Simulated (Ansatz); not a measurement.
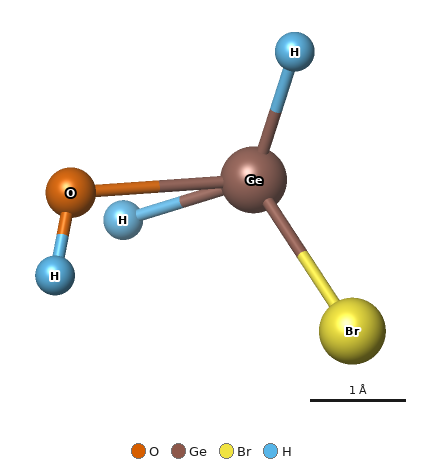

*The structure as given in the input (ball-and-stick view, seen at a tilt). Sticks mark near contacts.*

GeH$_{3}$BrO: molecular dynamics (part 1 of 5)

GeH$_{3}$BrO, computed with RKS PBE0-D4/def2-mTZVP (Ansatz 0.2.0).

It belongs to a series of runs on one base structure; here: dynamics from the highest image of the converged band.

**Output**
```
Engine: ansatz 0.2.0, x86_64-unknown-linux-gnu
Functional definition: PBE0
  parameter a = 0.25
  parameter kappa = 0.804
  parameter beta = 0.06672455060314922
  exchange = (1 - a)*pbe_x(kappa = kappa, mu = beta*pi^2/3) + a*exact_x
  correlation = pbe_c(beta = beta)
1045 factors; integrals over basis functions are off by at most 6.2e-4 eV
mean field evaluation 1: about -128636.9290 eV, gradient 5.9e1 eV
mean field evaluation 2: about -128591.1734 eV, gradient 1.5e2 eV
mean field evaluation 4: about -128642.6558 eV, gradient 9.2e0 eV
mean field evaluation 8: about -128642.8310 eV, gradient 5.7e-1 eV
mean field evaluation 16: about -128642.8317 eV, gradient 3.1e-5 eV
mean field -128642.83165969 eV, -4727.5368662504 hartree, gradient 3.2e-5 eV, S^2 0.000000; 0 other end points of the search recorded, 0 dependent functions left out
the calculation of the forces begins
reference -128642.83168419 eV, -4727.5368671507 hartree; 39, 39 occupied and 66, 66 virtual orbitals, 1045 factors
md step     0: t =     0.00 fs  T =   300.0 K  F+E_penalty+E_count = -128642.92619431 eV  E_kin = 0.155112 eV  conserved = -128642.77108231 eV  (27 SCF iters)
these checks for a lower state are left out or cut short: starts, cluster_reference, orbital_swaps, neighbouring_geometries, increment
1045 factors; integrals over basis functions are off by at most 6.2e-4 eV
mean field -128642.82938441 eV, -4727.5367826354 hartree, gradient 1.1e-5 eV, S^2 0.000000; 0 other end points of the search recorded, 0 dependent functions left out
the calculation of the forces begins
reference -128642.82940889 eV, -4727.5367835351 hartree; 39, 39 occupied and 66, 66 virtual orbitals, 1045 factors
md step     1: t =     0.50 fs  T =   295.7 K  F+E_penalty+E_count = -128642.92390032 eV  E_kin = 0.152872 eV  conserved = -128642.77102820 eV  (32 SCF iters)
[... from here on the SCF iterations and repeated set-up lines of each step are left out, up to the last step ...]
md step     2: t =     1.00 fs  T =   281.7 K  F+E_penalty+E_count = -128642.91654974 eV  E_kin = 0.145659 eV  conserved = -128642.77089112 eV  (32 SCF iters)
md step     3: t =     1.50 fs  T =   262.1 K  F+E_penalty+E_count = -128642.90623690 eV  E_kin = 0.135509 eV  conserved = -128642.77072796 eV  (31 SCF iters)
md step     4: t =     2.00 fs  T =   241.5 K  F+E_penalty+E_count = -128642.89546567 eV  E_kin = 0.124859 eV  conserved = -128642.77060666 eV  (32 SCF iters)
md step     5: t =     2.50 fs  T =   223.5 K  F+E_penalty+E_count = -128642.88612485 eV  E_kin = 0.115560 eV  conserved = -128642.77056446 eV  (31 SCF iters)
md step     6: t =     3.00 fs  T =   209.5 K  F+E_penalty+E_count = -128642.87892359 eV  E_kin = 0.108336 eV  conserved = -128642.77058731 eV  (32 SCF iters)
md step     7: t =     3.50 fs  T =   199.1 K  F+E_penalty+E_count = -128642.87358610 eV  E_kin = 0.102958 eV  conserved = -128642.77062819 eV  (31 SCF iters)
md step     8: t =     4.00 fs  T =   191.3 K  F+E_penalty+E_count = -128642.86954544 eV  E_kin = 0.098901 eV  conserved = -128642.77064464 eV  (32 SCF iters)
md step     9: t =     4.50 fs  T =   185.6 K  F+E_penalty+E_count = -128642.86658671 eV  E_kin = 0.095964 eV  conserved = -128642.77062317 eV  (31 SCF iters)
md step    10: t =     5.00 fs  T =   182.7 K  F+E_penalty+E_count = -128642.86506364 eV  E_kin = 0.094485 eV  conserved = -128642.77057829 eV  (31 SCF iters)
md step    11: t =     5.50 fs  T =   184.0 K  F+E_penalty+E_count = -128642.86568479 eV  E_kin = 0.095148 eV  conserved = -128642.77053688 eV  (32 SCF iters)
md step    12: t =     6.00 fs  T =   190.7 K  F+E_penalty+E_count = -128642.86910060 eV  E_kin = 0.098579 eV  conserved = -128642.77052140 eV  (32 SCF iters)
md step    13: t =     6.50 fs  T =   203.1 K  F+E_penalty+E_count = -128642.87554302 eV  E_kin = 0.105001 eV  conserved = -128642.77054161 eV  (32 SCF iters)
md step    14: t =     7.00 fs  T =   220.6 K  F+E_penalty+E_count = -128642.88466861 eV  E_kin = 0.114077 eV  conserved = -128642.77059125 eV  (32 SCF iters)
md step    15: t =     7.50 fs  T =   241.8 K  F+E_penalty+E_count = -128642.89566735 eV  E_kin = 0.125020 eV  conserved = -128642.77064742 eV  (31 SCF iters)
md step    16: t =     8.00 fs  T =   264.9 K  F+E_penalty+E_count = -128642.90764152 eV  E_kin = 0.136967 eV  conserved = -128642.77067424 eV  (32 SCF iters)
md step    17: t =     8.50 fs  T =   289.3 K  F+E_penalty+E_count = -128642.92019127 eV  E_kin = 0.149559 eV  conserved = -128642.77063198 eV  (29 SCF iters)
md step    18: t =     9.00 fs  T =   316.3 K  F+E_penalty+E_count = -128642.93404053 eV  E_kin = 0.163544 eV  conserved = -128642.77049620 eV  (32 SCF iters)
md step    19: t =     9.50 fs  T =   350.3 K  F+E_penalty+E_count = -128642.95140358 eV  E_kin = 0.181124 eV  conserved = -128642.77027925 eV  (32 SCF iters)
md step    20: t =    10.00 fs  T =   397.9 K  F+E_penalty+E_count = -128642.97577103 eV  E_kin = 0.205733 eV  conserved = -128642.77003808 eV  (32 SCF iters)
md step    21: t =    10.50 fs  T =   466.4 K  F+E_penalty+E_count = -128643.01102207 eV  E_kin = 0.241170 eV  conserved = -128642.76985165 eV  (32 SCF iters)
md step    22: t =    11.00 fs  T =   561.8 K  F+E_penalty+E_count = -128643.06022341 eV  E_kin = 0.290449 eV  conserved = -128642.76977472 eV  (32 SCF iters, 3 dispersion substeps)
md step    23: t =    11.50 fs  T =   686.6 K  F+E_penalty+E_count = -128643.12480411 eV  E_kin = 0.355000 eV  conserved = -128642.76980420 eV  (32 SCF iters, 3 dispersion substeps)
md step    24: t =    12.00 fs  T =   840.8 K  F+E_penalty+E_count = -128643.20460171 eV  E_kin = 0.434712 eV  conserved = -128642.76988924 eV  (32 SCF iters, 3 dispersion substeps)
md step    25: t =    12.50 fs  T =  1022.5 K  F+E_penalty+E_count = -128643.29863189 eV  E_kin = 0.528657 eV  conserved = -128642.76997532 eV  (30 SCF iters, 3 dispersion substeps)
md step    26: t =    13.00 fs  T =  1229.9 K  F+E_penalty+E_count = -128643.40592781 eV  E_kin = 0.635883 eV  conserved = -128642.77004453 eV  (31 SCF iters, 3 dispersion substeps)
md step    27: t =    13.50 fs  T =  1461.6 K  F+E_penalty+E_count = -128643.52585083 eV  E_kin = 0.755729 eV  conserved = -128642.77012148 eV  (31 SCF iters, 3 dispersion substeps)
md step    28: t =    14.00 fs  T =  1716.5 K  F+E_penalty+E_count = -128643.65774790 eV  E_kin = 0.887494 eV  conserved = -128642.77025365 eV  (31 SCF iters, 3 dispersion substeps)
md step    29: t =    14.50 fs  T =  1991.6 K  F+E_penalty+E_count = -128643.80023834 eV  E_kin = 1.029754 eV  conserved = -128642.77048406 eV  (31 SCF iters, 3 dispersion substeps)
md step    30: t =    15.00 fs  T =  2281.7 K  F+E_penalty+E_count = -128643.95054995 eV  E_kin = 1.179721 eV  conserved = -128642.77082849 eV  (31 SCF iters, 3 dispersion substeps)
md step    31: t =    15.50 fs  T =  2578.1 K  F+E_penalty+E_count = -128644.10425281 eV  E_kin = 1.332986 eV  conserved = -128642.77126693 eV  (30 SCF iters, 3 dispersion substeps)
md step    32: t =    16.00 fs  T =  2869.8 K  F+E_penalty+E_count = -128644.25553830 eV  E_kin = 1.483791 eV  conserved = -128642.77174779 eV  (30 SCF iters, 3 dispersion substeps)
md step    33: t =    16.50 fs  T =  3144.5 K  F+E_penalty+E_count = -128644.39801540 eV  E_kin = 1.625825 eV  conserved = -128642.77219044 eV  (31 SCF iters, 3 dispersion substeps)
md step    34: t =    17.00 fs  T =  3391.2 K  F+E_penalty+E_count = -128644.52590892 eV  E_kin = 1.753396 eV  conserved = -128642.77251286 eV  (30 SCF iters, 3 dispersion substeps)
md step    35: t =    17.50 fs  T =  3602.4 K  F+E_penalty+E_count = -128644.63526944 eV  E_kin = 1.862603 eV  conserved = -128642.77266626 eV  (31 SCF iters, 3 dispersion substeps)
md step    36: t =    18.00 fs  T =  3775.4 K  F+E_penalty+E_count = -128644.72469243 eV  E_kin = 1.952038 eV  conserved = -128642.77265404 eV  (27 SCF iters, 3 dispersion substeps)
md step    37: t =    18.50 fs  T =  3912.0 K  F+E_penalty+E_count = -128644.79518860 eV  E_kin = 2.022641 eV  conserved = -128642.77254769 eV  (31 SCF iters, 3 dispersion substeps)
md step    38: t =    19.00 fs  T =  4016.4 K  F+E_penalty+E_count = -128644.84908319 eV  E_kin = 2.076635 eV  conserved = -128642.77244857 eV  (31 SCF iters, 3 dispersion substeps)
md step    39: t =    19.50 fs  T =  4092.6 K  F+E_penalty+E_count = -128644.88847464 eV  E_kin = 2.116043 eV  conserved = -128642.77243128 eV  (31 SCF iters, 3 dispersion substeps)
md step    40: t =    20.00 fs  T =  4142.1 K  F+E_penalty+E_count = -128644.91412043 eV  E_kin = 2.141620 eV  conserved = -128642.77250013 eV  (30 SCF iters, 3 dispersion substeps)
md step    41: t =    20.50 fs  T =  4163.7 K  F+E_penalty+E_count = -128644.92537387 eV  E_kin = 2.152780 eV  conserved = -128642.77259361 eV  (31 SCF iters, 3 dispersion substeps)
md step    42: t =    21.00 fs  T =  4155.3 K  F+E_penalty+E_count = -128644.92108031 eV  E_kin = 2.148443 eV  conserved = -128642.77263714 eV  (30 SCF iters, 3 dispersion substeps)
md step    43: t =    21.50 fs  T =  4116.0 K  F+E_penalty+E_count = -128644.90071914 eV  E_kin = 2.128135 eV  conserved = -128642.77258371 eV  (30 SCF iters, 3 dispersion substeps)
md step    44: t =    22.00 fs  T =  4047.5 K  F+E_penalty+E_count = -128644.86513335 eV  E_kin = 2.092699 eV  conserved = -128642.77243465 eV  (31 SCF iters, 3 dispersion substeps)
md step    45: t =    22.50 fs  T =  3953.9 K  F+E_penalty+E_count = -128644.81656268 eV  E_kin = 2.044337 eV  conserved = -128642.77222550 eV  (30 SCF iters, 3 dispersion substeps)
md step    46: t =    23.00 fs  T =  3841.3 K  F+E_penalty+E_count = -128644.75813288 eV  E_kin = 1.986128 eV  conserved = -128642.77200500 eV  (31 SCF iters, 3 dispersion substeps)
md step    47: t =    23.50 fs  T =  3716.0 K  F+E_penalty+E_count = -128644.69311969 eV  E_kin = 1.921305 eV  conserved = -128642.77181470 eV  (30 SCF iters, 3 dispersion substeps)
md step    48: t =    24.00 fs  T =  3583.1 K  F+E_penalty+E_count = -128644.62430880 eV  E_kin = 1.852632 eV  conserved = -128642.77167695 eV  (30 SCF iters, 3 dispersion substeps)
md step    49: t =    24.50 fs  T =  3446.7 K  F+E_penalty+E_count = -128644.55365614 eV  E_kin = 1.782064 eV  conserved = -128642.77159209 eV  (31 SCF iters, 3 dispersion substeps)
md step    50: t =    25.00 fs  T =  3308.8 K  F+E_penalty+E_count = -128644.48230923 eV  E_kin = 1.710771 eV  conserved = -128642.77153813 eV  (30 SCF iters, 3 dispersion substeps)
md step    51: t =    25.50 fs  T =  3170.9 K  F+E_penalty+E_count = -128644.41097137 eV  E_kin = 1.639493 eV  conserved = -128642.77147832 eV  (30 SCF iters, 3 dispersion substeps)
md step    52: t =    26.00 fs  T =  3034.8 K  F+E_penalty+E_count = -128644.34046907 eV  E_kin = 1.569089 eV  conserved = -128642.77138038 eV  (30 SCF iters, 3 dispersion substeps)
md step    53: t =    26.50 fs  T =  2903.1 K  F+E_penalty+E_count = -128644.27224401 eV  E_kin = 1.501008 eV  conserved = -128642.77123622 eV  (30 SCF iters, 3 dispersion substeps)
md step    54: t =    27.00 fs  T =  2780.0 K  F+E_penalty+E_count = -128644.20845391 eV  E_kin = 1.437376 eV  conserved = -128642.77107766 eV  (28 SCF iters, 3 dispersion substeps)
md step    55: t =    27.50 fs  T =  2670.0 K  F+E_penalty+E_count = -128644.15146028 eV  E_kin = 1.380490 eV  conserved = -128642.77097021 eV  (30 SCF iters, 3 dispersion substeps)
md step    56: t =    28.00 fs  T =  2575.9 K  F+E_penalty+E_count = -128644.10283782 eV  E_kin = 1.331863 eV  conserved = -128642.77097512 eV  (30 SCF iters, 3 dispersion substeps)
md step    57: t =    28.50 fs  T =  2497.6 K  F+E_penalty+E_count = -128644.06247203 eV  E_kin = 1.291364 eV  conserved = -128642.77110818 eV  (30 SCF iters, 3 dispersion substeps)
md step    58: t =    29.00 fs  T =  2431.2 K  F+E_penalty+E_count = -128644.02833748 eV  E_kin = 1.257008 eV  conserved = -128642.77132958 eV  (30 SCF iters, 3 dispersion substeps)
md step    59: t =    29.50 fs  T =  2370.2 K  F+E_penalty+E_count = -128643.99707269 eV  E_kin = 1.225502 eV  conserved = -128642.77157045 eV  (30 SCF iters, 3 dispersion substeps)
md step    60: t =    30.00 fs  T =  2307.7 K  F+E_penalty+E_count = -128643.96496083 eV  E_kin = 1.193187 eV  conserved = -128642.77177338 eV  (30 SCF iters, 3 dispersion substeps)
md step    61: t =    30.50 fs  T =  2237.5 K  F+E_penalty+E_count = -128643.92880731 eV  E_kin = 1.156893 eV  conserved = -128642.77191434 eV  (30 SCF iters, 3 dispersion substeps)
md step    62: t =    31.00 fs  T =  2155.3 K  F+E_penalty+E_count = -128643.88639252 eV  E_kin = 1.114394 eV  conserved = -128642.77199864 eV  (31 SCF iters, 3 dispersion substeps)
md step    63: t =    31.50 fs  T =  2058.7 K  F+E_penalty+E_count = -128643.83646758 eV  E_kin = 1.064424 eV  conserved = -128642.77204408 eV  (31 SCF iters, 3 dispersion substeps)
md step    64: t =    32.00 fs  T =  1946.6 K  F+E_penalty+E_count = -128643.77851098 eV  E_kin = 1.006448 eV  conserved = -128642.77206329 eV  (31 SCF iters, 3 dispersion substeps)
md step    65: t =    32.50 fs  T =  1819.0 K  F+E_penalty+E_count = -128643.71252824 eV  E_kin = 0.940477 eV  conserved = -128642.77205103 eV  (31 SCF iters, 3 dispersion substeps)
md step    66: t =    33.00 fs  T =  1677.1 K  F+E_penalty+E_count = -128643.63909358 eV  E_kin = 0.867109 eV  conserved = -128642.77198480 eV  (31 SCF iters, 3 dispersion substeps)
md step    67: t =    33.50 fs  T =  1523.8 K  F+E_penalty+E_count = -128643.55967839 eV  E_kin = 0.787852 eV  conserved = -128642.77182679 eV  (30 SCF iters, 3 dispersion substeps)
md step    68: t =    34.00 fs  T =  1364.8 K  F+E_penalty+E_count = -128643.47721019 eV  E_kin = 0.705673 eV  conserved = -128642.77153675 eV  (31 SCF iters, 3 dispersion substeps)
md step    69: t =    34.50 fs  T =  1209.9 K  F+E_penalty+E_count = -128643.39665129 eV  E_kin = 0.625554 eV  conserved = -128642.77109733 eV  (30 SCF iters, 3 dispersion substeps)
md step    70: t =    35.00 fs  T =  1072.7 K  F+E_penalty+E_count = -128643.32519269 eV  E_kin = 0.554643 eV  conserved = -128642.77054968 eV  (30 SCF iters, 3 dispersion substeps)
md step    71: t =    35.50 fs  T =   970.0 K  F+E_penalty+E_count = -128643.27154001 eV  E_kin = 0.501524 eV  conserved = -128642.77001628 eV  (30 SCF iters, 3 dispersion substeps)
md step    72: t =    36.00 fs  T =   917.4 K  F+E_penalty+E_count = -128643.24398808 eV  E_kin = 0.474309 eV  conserved = -128642.76967882 eV  (31 SCF iters, 3 dispersion substeps)
md step    73: t =    36.50 fs  T =   924.4 K  F+E_penalty+E_count = -128643.24767091 eV  E_kin = 0.477975 eV  conserved = -128642.76969558 eV  (27 SCF iters, 3 dispersion substeps)
md step    74: t =    37.00 fs  T =   990.5 K  F+E_penalty+E_count = -128643.28221775 eV  E_kin = 0.512115 eV  conserved = -128642.77010234 eV  (32 SCF iters, 3 dispersion substeps)
md step    75: t =    37.50 fs  T =  1103.4 K  F+E_penalty+E_count = -128643.34125459 eV  E_kin = 0.570481 eV  conserved = -128642.77077369 eV  (31 SCF iters, 3 dispersion substeps)
md step    76: t =    38.00 fs  T =  1243.3 K  F+E_penalty+E_count = -128643.41430205 eV  E_kin = 0.642819 eV  conserved = -128642.77148322 eV  (32 SCF iters, 3 dispersion substeps)
md step    77: t =    38.50 fs  T =  1389.0 K  F+E_penalty+E_count = -128643.49018723 eV  E_kin = 0.718167 eV  conserved = -128642.77201998 eV  (31 SCF iters, 3 dispersion substeps)
md step    78: t =    39.00 fs  T =  1524.0 K  F+E_penalty+E_count = -128643.56026719 eV  E_kin = 0.787990 eV  conserved = -128642.77227711 eV  (31 SCF iters, 3 dispersion substeps)
md step    79: t =    39.50 fs  T =  1639.8 K  F+E_penalty+E_count = -128643.62013215 eV  E_kin = 0.847865 eV  conserved = -128642.77226691 eV  (31 SCF iters, 3 dispersion substeps)
md step    80: t =    40.00 fs  T =  1735.7 K  F+E_penalty+E_count = -128643.66951148 eV  E_kin = 0.897433 eV  conserved = -128642.77207859 eV  (31 SCF iters, 3 dispersion substeps)
md step    81: t =    40.50 fs  T =  1816.4 K  F+E_penalty+E_count = -128643.71096603 eV  E_kin = 0.939143 eV  conserved = -128642.77182327 eV  (31 SCF iters, 3 dispersion substeps)
md step    82: t =    41.00 fs  T =  1888.8 K  F+E_penalty+E_count = -128643.74819489 eV  E_kin = 0.976602 eV  conserved = -128642.77159291 eV  (32 SCF iters, 3 dispersion substeps)
md step    83: t =    41.50 fs  T =  1959.5 K  F+E_penalty+E_count = -128643.78459855 eV  E_kin = 1.013158 eV  conserved = -128642.77144027 eV  (32 SCF iters, 3 dispersion substeps)
md step    84: t =    42.00 fs  T =  2032.8 K  F+E_penalty+E_count = -128643.82243622 eV  E_kin = 1.051061 eV  conserved = -128642.77137481 eV  (32 SCF iters, 3 dispersion substeps)
md step    85: t =    42.50 fs  T =  2110.7 K  F+E_penalty+E_count = -128643.86266633 eV  E_kin = 1.091298 eV  conserved = -128642.77136837 eV  (31 SCF iters, 3 dispersion substeps)
md step    86: t =    43.00 fs  T =  2193.3 K  F+E_penalty+E_count = -128643.90537592 eV  E_kin = 1.134003 eV  conserved = -128642.77137291 eV  (31 SCF iters, 3 dispersion substeps)
md step    87: t =    43.50 fs  T =  2280.6 K  F+E_penalty+E_count = -128643.95052504 eV  E_kin = 1.179178 eV  conserved = -128642.77134738 eV  (30 SCF iters, 3 dispersion substeps)
md step    88: t =    44.00 fs  T =  2373.7 K  F+E_penalty+E_count = -128643.99857643 eV  E_kin = 1.227291 eV  conserved = -128642.77128550 eV  (31 SCF iters, 3 dispersion substeps)
md step    89: t =    44.50 fs  T =  2474.3 K  F+E_penalty+E_count = -128644.05055980 eV  E_kin = 1.279329 eV  conserved = -128642.77123105 eV  (30 SCF iters, 3 dispersion substeps)
md step    90: t =    45.00 fs  T =  2584.2 K  F+E_penalty+E_count = -128644.10738580 eV  E_kin = 1.336132 eV  conserved = -128642.77125391 eV  (31 SCF iters, 3 dispersion substeps)
md step    91: t =    45.50 fs  T =  2702.7 K  F+E_penalty+E_count = -128644.16879383 eV  E_kin = 1.397399 eV  conserved = -128642.77139504 eV  (27 SCF iters, 3 dispersion substeps)
md step    92: t =    46.00 fs  T =  2825.9 K  F+E_penalty+E_count = -128644.23274816 eV  E_kin = 1.461123 eV  conserved = -128642.77162475 eV  (32 SCF iters, 3 dispersion substeps)
md step    93: t =    46.50 fs  T =  2947.6 K  F+E_penalty+E_count = -128644.29589902 eV  E_kin = 1.524047 eV  conserved = -128642.77185162 eV  (31 SCF iters, 3 dispersion substeps)
md step    94: t =    47.00 fs  T =  3061.6 K  F+E_penalty+E_count = -128644.35496496 eV  E_kin = 1.582988 eV  conserved = -128642.77197696 eV  (30 SCF iters, 3 dispersion substeps)
md step    95: t =    47.50 fs  T =  3164.7 K  F+E_penalty+E_count = -128644.40822595 eV  E_kin = 1.636276 eV  conserved = -128642.77194972 eV  (30 SCF iters, 3 dispersion substeps)
md step    96: t =    48.00 fs  T =  3258.0 K  F+E_penalty+E_count = -128644.45629794 eV  E_kin = 1.684510 eV  conserved = -128642.77178744 eV  (31 SCF iters, 3 dispersion substeps)
md step    97: t =    48.50 fs  T =  3346.5 K  F+E_penalty+E_count = -128644.50184988 eV  E_kin = 1.730286 eV  conserved = -128642.77156353 eV  (30 SCF iters, 3 dispersion substeps)
md step    98: t =    49.00 fs  T =  3437.0 K  F+E_penalty+E_count = -128644.54843772 eV  E_kin = 1.777059 eV  conserved = -128642.77137918 eV  (30 SCF iters, 3 dispersion substeps)
md step    99: t =    49.50 fs  T =  3534.7 K  F+E_penalty+E_count = -128644.59890283 eV  E_kin = 1.827573 eV  conserved = -128642.77132954 eV  (31 SCF iters, 3 dispersion substeps)
md step   100: t =    50.00 fs  T =  3640.7 K  F+E_penalty+E_count = -128644.65388101 eV  E_kin = 1.882412 eV  conserved = -128642.77146884 eV  (30 SCF iters, 3 dispersion substeps)
md step   101: t =    50.50 fs  T =  3750.5 K  F+E_penalty+E_count = -128644.71096518 eV  E_kin = 1.939180 eV  conserved = -128642.77178563 eV  (31 SCF iters, 3 dispersion substeps)
md step   102: t =    51.00 fs  T =  3854.0 K  F+E_penalty+E_count = -128644.76489172 eV  E_kin = 1.992692 eV  conserved = -128642.77219998 eV  (29 SCF iters, 3 dispersion substeps)
md step   103: t =    51.50 fs  T =  3938.1 K  F+E_penalty+E_count = -128644.80877041 eV  E_kin = 2.036180 eV  conserved = -128642.77259029 eV  (30 SCF iters, 3 dispersion substeps)
md step   104: t =    52.00 fs  T =  3990.2 K  F+E_penalty+E_count = -128644.83594370 eV  E_kin = 2.063100 eV  conserved = -128642.77284360 eV  (30 SCF iters, 3 dispersion substeps)
md step   105: t =    52.50 fs  T =  4001.3 K  F+E_penalty+E_count = -128644.84172319 eV  E_kin = 2.068819 eV  conserved = -128642.77290383 eV  (30 SCF iters, 3 dispersion substeps)
md step   106: t =    53.00 fs  T =  3967.8 K  F+E_penalty+E_count = -128644.82427744 eV  E_kin = 2.051486 eV  conserved = -128642.77279119 eV  (31 SCF iters, 3 dispersion substeps)
md step   107: t =    53.50 fs  T =  3891.0 K  F+E_penalty+E_count = -128644.78438023 eV  E_kin = 2.011798 eV  conserved = -128642.77258266 eV  (30 SCF iters, 3 dispersion substeps)
md step   108: t =    54.00 fs  T =  3775.3 K  F+E_penalty+E_count = -128644.72434235 eV  E_kin = 1.951987 eV  conserved = -128642.77235523 eV  (30 SCF iters, 3 dispersion substeps)
md step   109: t =    54.50 fs  T =  3626.0 K  F+E_penalty+E_count = -128644.64694241 eV  E_kin = 1.874804 eV  conserved = -128642.77213812 eV  (29 SCF iters, 3 dispersion substeps)
md step   110: t =    55.00 fs  T =  3448.7 K  F+E_penalty+E_count = -128644.55501229 eV  E_kin = 1.783095 eV  conserved = -128642.77191743 eV  (31 SCF iters, 3 dispersion substeps)
md step   111: t =    55.50 fs  T =  3249.3 K  F+E_penalty+E_count = -128644.45165809 eV  E_kin = 1.679993 eV  conserved = -128642.77166546 eV  (30 SCF iters, 3 dispersion substeps)
```
